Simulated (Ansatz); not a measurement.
# Fields on a plane of Mg3Sb2 (A-La2O3 type, space group P-3m1)

```
Mg3Sb2
1.0
    4.56691     0.00000     0.00000
   -2.28346     3.95506     0.00000
    0.00000     0.00000     7.24702
Sb Mg
2 3
Direct
  0.33333   0.66667   0.22875
  0.66667   0.33333   0.77125
  0.00000   0.00000   0.00000
  0.33333   0.66667   0.63354
  0.66667   0.33333   0.36646
```

The slice is a (1 -1 0 0) plane (indices of the conventional cell) through the point (0.333, 0.667, 0.229) (fractional), spanned by u = [110] and v = [001] in vectors of this cell: u (4.57 Å) and v (7.25 Å, at 90° to u). It covers one period; positions are fractions (u, v).

Atoms on it: Sb at (0.00, 0.00); Mg at (0.00, 0.40).

Method: r2SCAN (plane waves to 500 eV, PAW, scalar-relativistic; Ansatz, a first-principles code). k mesh 12×12×7. These are valence fields of a PAW run, semicore shells included where kept as valence: close to a nucleus they are smooth pseudo fields. Mg3Sb2 was relaxed with its symmetry unable to fall. Spin-orbit coupling is left out, though Sb is heavy.

```
|%%*=-:....:-=*%|
|**=-::....::-=*|
|==--:..  ..:--=|
|--::...  ...::-|
|::............:|
|..   ......   .|
|    ........   |
|    ..::::..   |
|   ..::::::..  |
|  ..:::--:::.. |
|....:::--:::...|
|=-:.::::::::.:-|
|%#-::::::::::-#|
|@%+:..::::..:+%|
|@%+:........:+%|
|*+:..........:+|
|::...      ...:|
|:::..      ..::|
|::::..    ..:::|
|---::..  ..::--|
|==--:..  ..:--=|
|**=--:....:--=*|
|%%*=-:....:-=*%|
|@%*=-:....:-=*%|
```
Scale: ten equal steps from -1.51 (start of ' ') to 1.48 (end of '@'), in the order ' .:-=+*#%@'. Values: log₁₀ of the valence density in e/Å³. The map has 15 points along u (one character each, u = 0 at the left) and 24 along v (v = 0 in the bottom row). The scale is logarithmic, as a density can span decades between atoms and voids.

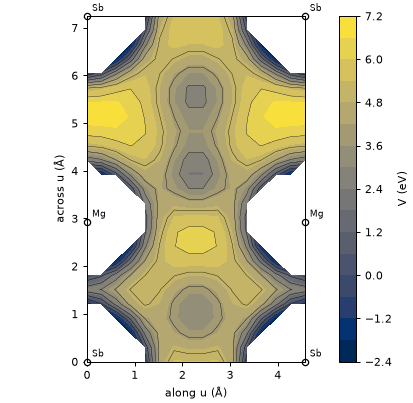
Fig. 1. Electrostatic potential energy of an electron, from the cell's mean, in eV, one period of the plane, atoms marked. Points within 1 Å of a nucleus are left white, as the pseudised field means little there. Values under -2 eV are set to -2. The zero, the cell's mean, hangs on the PAW cores.

| Item | Result |
|---|---|
| Element round which the density of the highest valence band (whole band, smooth part) is largest on this plane | Sb |
